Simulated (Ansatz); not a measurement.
**MgZrO3 (built on the sites of a database entry of BaZrO3): following an unstable mode**

Aim: this structure of MgZrO3 (built on the sites of a database entry of BaZrO3) is to be tested for unstable modes, and one is followed downhill.

Main program and level: Ansatz 0.2.0; DFT PBEsol, scalar-relativistic, plane waves, norm-conserving pseudopotentials.

The structure was built from a prototype and need not be the compound's stable phase.

### Step 1. The structure

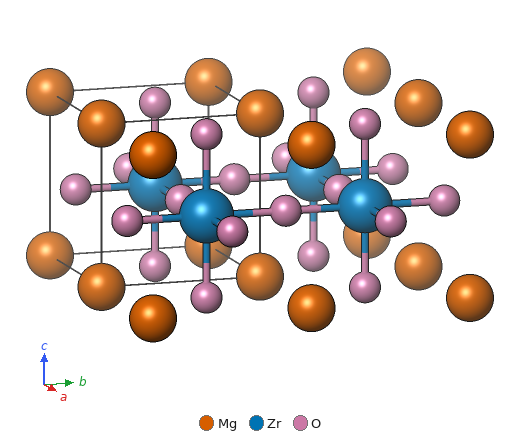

The cell as given, slightly off an axis (magnesium orange, zirconium blue, oxygen pink). 2×2×1 cells are drawn. Some periodic images of atoms are drawn too.

### Step 2. Zone-centre response

The cell comes from relaxations at this level that are not shown. The zone centre is the only wavevector solved here; it holds the modes that light can see, as far as symmetry allows. The response to a homogeneous field gives the Born charges and the dielectric tensor, and its change with displacement the Raman tensors.

input.yaml reads:

```yaml
crystal:
  lattice:
    - [4.071198049, 0.0, 0.0]
    - [0.0, 4.071198049, 0.0]
    - [0.0, 0.0, 4.071198049]
  atoms:
    - { symbol: Mg, position: [0.0, 0.0, 0.0] }
    - { symbol: Zr, position: [0.5, 0.5, 0.5] }
    - { symbol: O, position: [0.0, 0.5, 0.5] }
    - { symbol: O, position: [0.5, 0.0, 0.5] }
    - { symbol: O, position: [0.5, 0.5, 0.0] }
kpoints:
  mp_grid: { grid: [8, 8, 8] }
hamiltonian:
  xc: pbesol
  pseudopotentials: { kind: nc }
scf:
  occupations: { method: fixed }
output:
  eigenvalues: true
phonons:
  method: dfpt
  dielectric: true
  rigid_motions: translations
  raman: true
```

Run with:

```
$ ansatz run input.yaml --threads 4 --pin off --max-ram 7168MiB --backend cpu --events-out ev --progress --plain --runs-dir out
```

Numbers of over 12 decimals in the logs are rounded to 6 here.

What it wrote:

```text
Engine: ansatz 0.2.0, aarch64-unknown-linux-gnu
Pseudopotentials: kind: nc
Pseudopotential: Mg, nc, valence charge 10, recommended cutoff 1142.878222 eV (normal), Mg.nc.azcp (PseudoDojo's, or run here from an input of PseudoDojo's: the run reads no file of this project's for it)
Pseudopotential: Zr, nc, valence charge 12, recommended cutoff 897.975746 eV (normal), Zr.nc.azcp (PseudoDojo's, or run here from an input of PseudoDojo's: the run reads no file of this project's for it)
Pseudopotential: O, nc, valence charge 6, recommended cutoff 1142.878222 eV (normal), O.nc.azcp (PseudoDojo's, or run here from an input of PseudoDojo's: the run reads no file of this project's for it)
Functional definition: PBEsol
  exchange = pbesol_x
  correlation = pbesol_c
Crystal: 5 atoms, lattice volume = 67.479 Å³
Basis set: ecut = 1142.878222 eV, 5887 PW (Γ), exchange–correlation on 90×90×90 points (8 copies of the dense FFT grid, shifted against one another)
Bands: 25, of which v1, the nominal top of the filled ones, is band 20 counted from 1 (19 counted from 0)
Symmetry: 48 space group operations
k-points: 170 of 512 (irreducible under 2 space group operations, time reversal used)
Non-local potential: Mg, projectors of the file, l = 0: 2, l = 1: 2
Non-local potential: Zr, projectors of the file, l = 0: 2, l = 1: 2, l = 2: 2
Non-local potential: O, projectors of the file, l = 0: 2, l = 1: 2, l = 2: 1
Initial density: superposition of atomic densities (chi_scale 0.1, normalization cell, long waves kept (reshape's long-wave potential 0.00 eV rms))
Initial wavefunctions: pseudopotential atomic-orbital guess
Functional: x = pbesol(κ = 0.804, μ = 0.123457), c = pbesol(β = 0.046)
SCF iter   1: F=—  HF=-4343.686872 eV  |F-HF|=—  |Δ(HF+E_count)|=         —  Δρ=6.73e-2  dr2=3.36e0  ethr=3.10e-3  ⟨swp⟩=5.3  Hψ=17448  notcnv=0  defer=414
preconditioner: auto → Resta (q_TF=auto, 2.501 Å⁻¹)  ε∞=5.0  [insulator: Δε(μ)=1.763 eV  Ē_g=11.064 eV  n_scr=18 (ndim 8)  ℏωp=22.1 eV  f_vac=0.000  ε∞_Penn≈5.0]
SCF iter   2: F=—  HF=-4342.773147 eV  |F-HF|=—  |Δ(HF+E_count)|=   9.14e-1  Δρ=3.62e-2  dr2=1.07e0  ethr=3.10e-3  ⟨swp⟩=2.8  Hψ=9292  notcnv=0  defer=429
SCF iter   3: F=—  HF=-4342.443351 eV  |F-HF|=—  |Δ(HF+E_count)|=   3.30e-1  Δρ=8.68e-3  dr2=7.03e-2  ethr=2.67e-3  ⟨swp⟩=3.7  Hψ=9015  notcnv=0  defer=443
SCF iter   4: F=—  HF=-4342.431710 eV  |F-HF|=—  |Δ(HF+E_count)|=   1.16e-2  Δρ=4.31e-3  dr2=9.39e-3  ethr=1.76e-4  ⟨swp⟩=2.2  Hψ=6964  notcnv=0  defer=490
SCF iter   5: F=—  HF=-4342.430131 eV  |F-HF|=—  |Δ(HF+E_count)|=   1.58e-3  Δρ=8.07e-4  dr2=7.01e-4  ethr=2.35e-5  ⟨swp⟩=2.2  Hψ=6395  notcnv=0  defer=494
SCF iter   6: F=—  HF=-4342.429956 eV  |F-HF|=—  |Δ(HF+E_count)|=   1.75e-4  Δρ=2.67e-4  dr2=3.27e-5  ethr=1.75e-6  ⟨swp⟩=2.1  Hψ=6341  notcnv=0  defer=494
SCF iter   7: F=—  HF=-4342.429945 eV  |F-HF|=—  |Δ(HF+E_count)|=   1.11e-5  Δρ=3.20e-5  dr2=5.10e-7  ethr=8.17e-8  ⟨swp⟩=2.0  Hψ=6091  notcnv=0  defer=372
SCF iter   8: F=—  HF=-4342.429876 eV  |F-HF|=—  |Δ(HF+E_count)|=   6.95e-5  Δρ=4.75e-6  dr2=1.41e-8  ethr=1.27e-9  ⟨swp⟩=2.1  Hψ=6736  notcnv=0  defer=222
SCF iter   9: F=—  HF=-4342.429876 eV  |F-HF|=—  |Δ(HF+E_count)|=   8.95e-9  Δρ=8.05e-7  dr2=3.73e-10  ethr=3.54e-11  ⟨swp⟩=2.3  Hψ=6790  notcnv=0  defer=222
SCF iter  10: F=-4342.429876 eV  HF=-4342.429876 eV  |F-HF|=1.09e-11  |Δ(HF+E_count)|=  4.17e-10  Δρ=1.55e-7  dr2=9.03e-12  ethr=1.00e-12  ⟨swp⟩=14.6  Hψ=30038  notcnv=0
SCF 1 converged in 10 iterations: F = -4342.429876 eV  dr2 = 9.03e-12
DFPT response loops at Γ: preconditioner auto → Resta (q_TF=auto, 2.501 Å⁻¹)  ε∞=8.8 (no band partly filled); β = 1.00, the filter's whole step (`scf.mixing.beta` (0.50) is not read by the response loops at its default; to damp them type it under 1.00, their step now; it binds the ground state too); Broyden in place of MSR1
── the response to a field inside a basis, on 10×10×10 k-points: an SCF that follows is theirs, and a resumed run solves both again ──
Bands: 21, of which v1, the nominal top of the filled ones, is band 20 counted from 1 (19 counted from 0)
k-points: 35
Initial density: handed on by an earlier stage of this run
Initial wavefunctions: pseudopotential atomic-orbital guess (no wavefunctions were taken with the density)
Eigensolver: Dense (35 Hₖ)
SCF iter   1: F=—  HF=-4342.416981 eV  |F-HF|=—  |Δ(HF+E_count)|=         —  Δρ=1.37e-4  dr2=9.33e-7  ethr=1.00e-1
preconditioner: auto → Resta (q_TF=auto, 2.501 Å⁻¹)  ε∞=7.3  [insulator: Δε(μ)=0.934 eV  Ē_g=8.797 eV  n_scr=18 (ndim 8)  ℏωp=22.1 eV  f_vac=0.000  ε∞_Penn≈7.3]
SCF iter   2: F=—  HF=-4342.416983 eV  |F-HF|=—  |Δ(HF+E_count)|=   2.55e-6  Δρ=7.12e-5  dr2=2.72e-7  ethr=2.33e-9
SCF iter   3: F=—  HF=-4342.416984 eV  |F-HF|=—  |Δ(HF+E_count)|=   9.95e-7  Δρ=2.71e-6  dr2=4.44e-9  ethr=6.79e-10
SCF iter   4: F=—  HF=-4342.416984 eV  |F-HF|=—  |Δ(HF+E_count)|=  3.29e-10  Δρ=1.71e-6  dr2=1.52e-9  ethr=1.11e-11
SCF iter   5: F=—  HF=-4342.416984 eV  |F-HF|=—  |Δ(HF+E_count)|=  2.36e-10  Δρ=4.54e-7  dr2=1.70e-10  ethr=3.79e-12
SCF iter   6: F=-4342.416984 eV  HF=-4342.416984 eV  |F-HF|=0.00e0  |Δ(HF+E_count)|=  1.36e-11  Δρ=9.42e-8  dr2=6.33e-12  ethr=1.00e-12
SCF 1 converged in 6 iterations: F = -4342.416984 eV  dr2 = 6.33e-12
DFPT response loops at Γ: preconditioner auto → Resta (q_TF=auto, 2.501 Å⁻¹)  ε∞=8.0 (no band partly filled); β = 1.00, the filter's whole step (`scf.mixing.beta` (0.50) is not read by the response loops at its default; to damp them type it under 1.00, their step now; it binds the ground state too); Broyden in place of MSR1
DFPT response loops at Γ: mixed as the last ones told, above
WARN: field response: ε∞ stands inside a basis, on 10×10×10 points; the force constants stand on the 8×8×8 k-mesh, whose period is 13.34 times the interband length at k = (0.0000, 0.0000, 0.0000), direct gap 1.082 eV, under 14: take them and everything formed from them as unconverged, and compare with a denser kpoints.mp_grid
SCF converged after 10 iterations
Free energy (F): -4342.429876 eV
Harris-Foulkes:  -4342.429876 eV  (|F-HF|=1.09e-11)
Internal energy: -4342.429876 eV  (E = F + TS)
E sigma→0 (E₀):  -4342.429876 eV
Fermi energy:    7.318983 eV
--- Per-component energies (eV) ---
  E_band       = -495.642136
  E_kinetic    = 2210.046805
  E_local      = -3537.139331  (includes V_loc(G=0)·N_el)
  E_nonlocal   = -556.993171
  E_hartree    = 1135.846911
  E_xc         = -820.920147
  E_vxc        = -883.250300  (∫ρ·V_xc dr)
  E_ewald      = -2773.270942
  E_smearing   = -0.000000  (= −TS)
  E_closure    = -0.000000  (closes the sum)
  Σ components = -4342.429876   (vs F -4342.429876, Δ=0.00e0)
--- Band table (eV; the first three rows and the last of 170) ---
  k-point 0: bands = [... 16 lower, 6.2872, 7.0191, 7.0191, 7.0191, 8.1012, 11.1263, 11.1263, 11.1263, ... 1 higher]
  k-point 1: bands = [... 16 lower, 6.2189, 6.3701, 6.9893, 6.9893, 8.5462, 11.1510, 11.4786, 11.4786, ... 1 higher]
  k-point 2: bands = [... 16 lower, 5.8913, 6.0607, 6.9564, 6.9564, 9.4329, 11.2121, 12.2862, 12.2862, ... 1 higher]
  k-point 169: bands = [... 16 lower, 3.7939, 7.3190, 7.3190, 7.3190, 9.6040, 15.0400, 15.0400, 15.0400, ... 1 higher]
--- Phonons (Γ-DFPT): 4 representative perturbations + reference, on 170 of 512 k-points (Σ response iterations 13) ---
  k mesh reduced under 2 symmetry operations, with k and −k counted as one. Each operation leaves every solved perturbation unchanged. A smaller set is not considered because the run solves the response to a homogeneous field
  ASR residual: 1.217e-2 → 0.000e0 eV/Å²; symmetrization residual: 6.573e-6 eV/Å²
  ASR residual per site (eV/Å²): 1.22e-2 1.73e-4 5.82e-5 5.82e-5 5.82e-5
  Γ frequencies (cm⁻¹): -258.17 -258.17 -258.17 -217.81 -217.81 -217.81 0.00 0.00 0.00 182.45 182.45 182.45 641.12 641.12 641.12
  ε∞ (high-frequency dielectric tensor):
        5.194648     0.000000    -0.000000
        0.000000     5.194648     0.000000
       -0.000000     0.000000     5.194648
  softest optical mode at Γ: -258.17 cm⁻¹; the repairs (sum rule, projections) moved no ω² at Γ by more than (11.74 cm⁻¹)²
  Born effective charges Z* (e; rows j = field, columns β = displacement):
    site 0:
         2.68769   -0.00000   -0.00000
        -0.00000    2.68769    0.00000
         0.00000    0.00000    2.68769
    site 1:
         5.83653   -0.00000    0.00000
         0.00000    5.83653    0.00000
        -0.00000    0.00000    5.83653
    site 2:
        -4.97399   -0.00000    0.00000
        -0.00000   -1.77511    0.00000
         0.00000    0.00000   -1.77511
    site 3:
        -1.77511    0.00000    0.00000
         0.00000   -4.97399    0.00000
         0.00000    0.00000   -1.77511
    site 4:
        -1.77511    0.00000    0.00000
        -0.00000   -1.77511    0.00000
         0.00000    0.00000   -4.97399
  Z* charge neutrality: 1.204e-3 e pre-enforcement
  solved inside a basis spanned on kpoints, on 10×10×10 k-points transformed towards the longest dipole: ε∞ is read to err by 2.0e-2, Z* by 5.2e-2 e (field_mesh: kpoints solves on kpoints); Z* is corrected for what the basis lacks
  Raman tensors (in the event stream and the table raman_tensors.tsv): an entry may err by 3.5e-3 Å², one of the second-order susceptibility by 1.0e-18 pm/V (basis, points and sum rule); their sum over the sites missed zero by 1.412e-20 Å² ahead of its enforcement
  optical modes at Γ without the LO–TO term, one row a degenerate level:
      ω (cm⁻¹)  modes    IR ((D/Å)²/amu)  static Raman (Å⁴/amu)  depolarisation
       -258.17      3            67.5607                 0.0000               —
       -217.81      3             0.0000                 0.0000               —
        182.45      3            14.5385                 0.0000               —
        641.12      3            98.6090                 0.0000               —
  optical modes at Γ + LO–TO along q̂ = [1.0000, 0.0000, 0.0000]:
      ω (cm⁻¹)  modes    IR ((D/Å)²/amu)  static Raman (Å⁴/amu)  depolarisation
       -258.17      2            45.0405                 0.0000               —
       -217.81      3             0.0000                 0.0000               —
        -74.12      1             2.8636                 0.0000               —
        182.45      2             9.6923                 0.0000               —
        279.77      1             7.1758                 0.0000               —
        641.12      2            65.7393                 0.0000               —
        819.39      1            50.1967                 0.0000               —
  optical modes at Γ + LO–TO along q̂ = [0.0000, 1.0000, 0.0000]:
      ω (cm⁻¹)  modes    IR ((D/Å)²/amu)  static Raman (Å⁴/amu)  depolarisation
       -258.17      2            45.0405                 0.0000               —
       -217.81      3             0.0000                 0.0000               —
        -74.12      1             2.8636                 0.0000               —
        182.45      2             9.6923                 0.0000               —
        279.77      1             7.1758                 0.0000               —
        641.12      2            65.7393                 0.0000               —
        819.39      1            50.1967                 0.0000               —
  optical modes at Γ + LO–TO along q̂ = [0.0000, 0.0000, 1.0000]:
      ω (cm⁻¹)  modes    IR ((D/Å)²/amu)  static Raman (Å⁴/amu)  depolarisation
       -258.17      2            45.0405                 0.0000               —
       -217.81      3             0.0000                 0.0000               —
        -74.12      1             2.8636                 0.0000               —
        182.45      2             9.6923                 0.0000               —
        279.77      1             7.1758                 0.0000               —
        641.12      2            65.7393                 0.0000               —
        819.39      1            50.1967                 0.0000               —
```

The job ended after 4.9 min (4 threads of Arm Neoverse V2, shared host; peak memory 4 GiB).

Reading the cycles: dr2 is the Hartree energy of the density residual (eV), the measure of convergence; HF is the Harris–Foulkes estimate of the energy, which meets the free energy F at convergence.

Numbers from this step:

| Property | Result |
| --- | --- |
| gap on the k-mesh | 0.7822 eV |
| volume per atom | 13.50 Å³ |
| sum-rule residual before enforcement | 0.01217 eV/Å² |
| miss of the charge sum rule | 0.001204 e |
| estimated error of the dielectric tensor | 0.02043 |
| estimated error of the Born charges | 0.05159 e |
| point group | m-3m |
| highest optical mode at the zone centre (no LO-TO term) | 641.1 cm⁻¹ |
| lowest optical zone-centre mode | -258.2 cm⁻¹ |
| mean high-frequency dielectric constant | 5.195 |
| largest Born charge (third of the trace) | 5.837 e |
| top of the zone-centre spectrum with the field | 819.4 cm⁻¹ |

Without the LO-TO term. Patterns of degenerate modes are one choice out of their space. Modes at Γ, with each element's share of the kinetic energy (negative means imaginary):

```csv
mode,frequency (cm⁻¹),symmetry,Mg %,Zr %,O %
1,-258.2,T1u,57,0,43
2,-258.2,T1u,57,0,43
3,-258.2,T1u,57,0,43
4,-217.8,T2u,0,0,100
5,-217.8,T2u,0,0,100
6,-217.8,T2u,0,0,100
7,0.0,acoustic,15,56,29
8,0.0,acoustic,15,56,29
9,0.0,acoustic,15,56,29
10,182.4,T1u,28,38,33
11,182.4,T1u,28,38,33
12,182.4,T1u,28,38,33
13,641.1,T1u,0,6,94
14,641.1,T1u,0,6,94
15,641.1,T1u,0,6,94
```

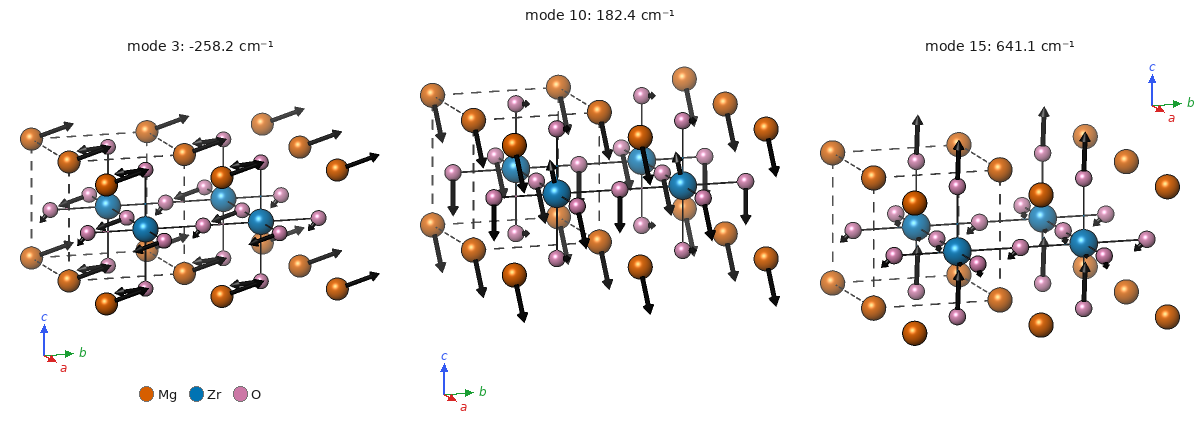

Displacement patterns of modes 3, 10 and 15 at Γ; arrows are exaggerated. 2×2×1 cells are drawn. Some periodic images of atoms are drawn too.

Before it was imposed, the acoustic sum rule was missed by 0.012 eV/Å² and the charge sum rule by 0.0012 e. Small misses are needed for a sound result but don't prove that mesh and cutoff are converged. The lowest optical mode is imaginary, 258.2i cm⁻¹, so the energy falls along it.

The log warns of the k mesh: “the force constants stand on the 8×8×8 k-mesh, whose period is 13.34 times the interband length at k = (0.0000, 0.0000, 0.0000), direct gap 1.082 eV, under 14: take them and everything formed from them as unconverged”.

### Step 3. The mode frozen in, largest atomic shift 0 Å

The mode followed lies at Γ with frequency 217.8i cm⁻¹ and is 3-fold degenerate, one of the unstable modes though not the softest. At small amplitude the distorted cell has space group no. 155 by a symmetry search on the positions. The undistorted cell that holds it gives the zero of energy on the same k mesh.

Changes to input.yaml since step 2:

```diff
@@ -17,9 +17,6 @@
 scf:
-  occupations: { method: fixed }
+  occupations: { method: gaussian, width: 0.02 }
 output:
+  forces: true
+  stress: true
   eigenvalues: true
-phonons:
-  method: dfpt
-  dielectric: true
-  rigid_motions: translations
-  raman: true
```

What it wrote:

```text
[...]
Crystal: 5 atoms, lattice volume = 67.479 Å³
Basis set: ecut = 1142.878222 eV, 5887 PW (Γ), exchange–correlation on 90×90×90 points (8 copies of the dense FFT grid, shifted against one another)
Bands: 25, of which v1, the nominal top of the filled ones, is band 20 counted from 1 (19 counted from 0)
Symmetry: 48 space group operations
[...]
k-points: 35 of 512
[...]
P = ⅓ Tr σ = 0.0027 GPa (0.027 kbar)
--- Band table (eV; the first three rows and the last of 35) ---
  k-point 0: bands = [... 16 lower, 6.2872, 7.0191, 7.0191, 7.0191, 8.1012, 11.1263, 11.1263, 11.1263]
  k-point 1: bands = [... 16 lower, 6.2188, 6.3701, 6.9892, 6.9892, 8.5462, 11.1510, 11.4787, 11.4787]
  k-point 2: bands = [... 16 lower, 5.8913, 6.0607, 6.9563, 6.9563, 9.4329, 11.2121, 12.2862, 12.2862]
  k-point 34: bands = [... 16 lower, 3.7939, 7.3189, 7.3189, 7.3189, 9.6040, 15.0400, 15.0400, 15.0400]
[key lines of the parts left out:]
SCF converged after 8 iterations
Free energy (F): -4342.429876 eV
Fermi energy:    7.710345 eV
```

Wall time 2.6 s (4 threads); peak memory 0.54 GiB.

This step gave:

```yaml
pressure: 0.002716 GPa
energy_from_the_undistorted_cell: 0 meV/atom
```

At this level the gap is 0.78 eV on the k-mesh of the self-consistent run, which can miss the band edges.

### Step 4. The mode frozen in, largest atomic shift 0.6 Å

The atoms are moved along the unstable eigenvector, the largest shift by 0.6 Å, with the cell fixed.

input.yaml, the sections that differ from step 3:

```yaml
crystal:
  lattice:
    - [4.071198049, 0.0, 0.0]
    - [0.0, 4.071198049, 0.0]
    - [0.0, 0.0, 4.071198049]
  atoms:
    - { symbol: Mg, position: [0.0, 0.0, 0.0] }
    - { symbol: Zr, position: [0.5, 0.5, 0.5] }
    - { symbol: O, position: [0.0, 0.3957888898, 0.6042111102] }
    - { symbol: O, position: [0.3957888898, 0.0, 0.3957888898] }
    - { symbol: O, position: [0.6042111102, 0.6042111102, 0.0] }
# kpoints, hamiltonian, scf, output: as in step 3
```

What it wrote:

```text
[...]
Crystal: 5 atoms, lattice volume = 67.479 Å³
Basis set: ecut = 1142.878222 eV, 5887 PW (Γ), exchange–correlation on 90×90×90 points (8 copies of the dense FFT grid, shifted against one another)
Bands: 25, of which v1, the nominal top of the filled ones, is band 20 counted from 1 (19 counted from 0)
Symmetry: 6 space group operations
[...]
--- Band table (eV; the first three rows and the last of 65) ---
  k-point 0: bands = [... 16 lower, 5.7404, 5.9185, 5.9185, 8.0879, 8.9654, 11.0095, 13.2499, 13.2499]
  k-point 1: bands = [... 16 lower, 5.6755, 5.9345, 6.1421, 7.9180, 9.3333, 11.1098, 12.9030, 13.2469]
  k-point 2: bands = [... 16 lower, 5.5360, 5.9673, 6.4413, 7.6100, 10.1354, 11.2951, 12.5493, 13.1460]
  k-point 64: bands = [... 16 lower, 4.5583, 5.1247, 7.5316, 7.5316, 12.1623, 12.1623, 12.7577, 13.0932]
[key lines of the parts left out:]
SCF converged after 9 iterations
Free energy (F): -4342.848416 eV
Fermi energy:    8.526662 eV
P = ⅓ Tr σ = -11.6100 GPa (-116.100 kbar)
```

The job ended after 8 s (4 threads; peak memory 0.6 GiB; 31 s of CPU time).

Numbers from this step:

| Item | Value |
| --- | --- |
| pressure | -11.61 GPa |
| gap on the k-mesh | 0.8776 eV |
| energy from the undistorted cell | -83.71 meV/atom |

The energy, extrapolated to zero smearing, is -83.71 meV/atom against the undistorted cell.

The run ends at a pressure of -11.61 GPa, with forces up to 0.21 eV/Å.

### Step 5. Energy along the mode, all amplitudes (two of the runs are shown above)

An imaginary frequency means negative curvature, so the energy should fall and then rise again as anharmonic terms take over.

This step gave:

| Quantity | Value |
| --- | --- |
| depth at the lowest point sampled | 83.71 meV/atom |
| largest atomic shift at that point | 0.6 Å |

Energy from the parent against largest atomic shift:

```csv
largest atomic shift (Å),energy from the parent (meV/atom)
0.000,0
0.040,-1.33
0.080,-5.21
0.140,-15.1
0.220,-33.3
0.320,-58.3
0.450,-82.8
0.600,-83.7
```

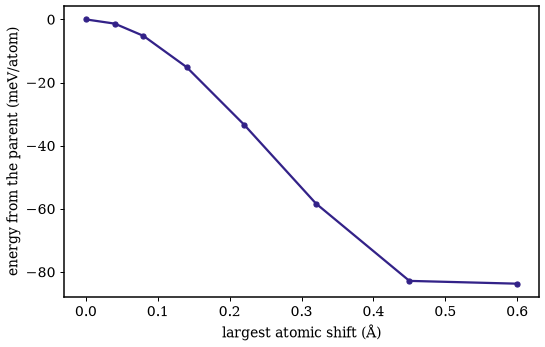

Energy from the parent against largest atomic shift.

Displacement at unit largest shift by atom:

```csv
atom,x (Å),y (Å),z (Å),size
Mg1,0.000,0.000,0.000,0.000
Zr2,0.000,0.000,0.000,0.000
O3,0.000,-0.707,0.707,1.000
O4,-0.707,0.000,-0.707,1.000
O5,0.707,0.707,0.000,1.000
```

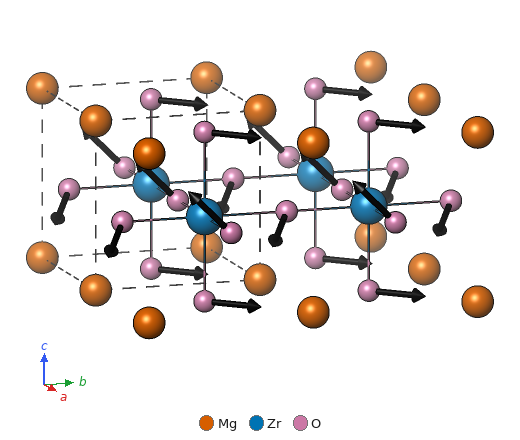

Displacement at unit largest shift as arrows, the longest 1.000 Å. 2×2×1 cells are drawn. Some periodic images of atoms are drawn too.

The lowest of the steps tried is the last one, at 0.6 Å, 83.7 meV/atom below the parent; the bottom of the well need not coincide with a step.

(Continued in part 2 of 2.)

[Logs are printed without paths, hosts, clocks, repeated set-up lines and the standing remarks that a program may print on its own settings, such as how far it seeks lower states.]

[Hosts, paths, dates, database ids (printed as entryN), source tags and the programs' standing remarks are cut or masked in the printed files.]
